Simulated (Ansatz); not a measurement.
```xyz
10
charge 0, multiplicity 1
Ge   -1.0758    1.2050   -0.7963
O     0.0852    1.7271    0.4553
H    -0.2123    0.9555   -2.0344
H    -1.7900   -0.0817   -0.3385
H    -2.1127    2.3189   -1.0379
H     1.3689   -0.7382    0.6862
As    1.1469   -2.0908    0.0293
H    -0.3439    1.9628    1.2803
H     0.4386   -2.6419    1.2582
H     2.4953   -2.6168    0.4978
```

Describe the molecule in this file.

Formula AsGeH₇O. Judged by distances it falls into 2 fragments: GeH4O, AsH3. The point group is C1. Coordination: 1 Ge tetrahedral; 1 O bent; 1 As trigonal pyramidal.

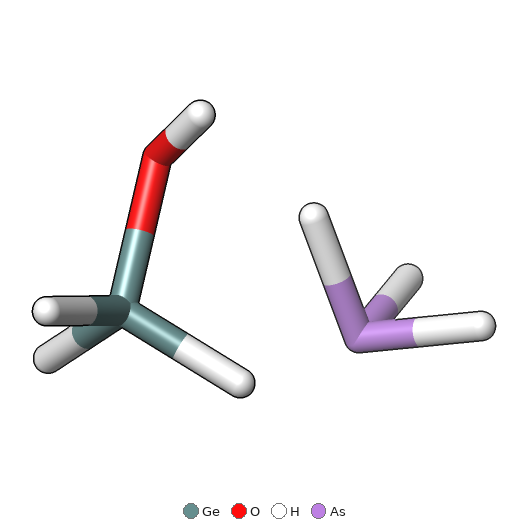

Source: calculation with Ansatz.
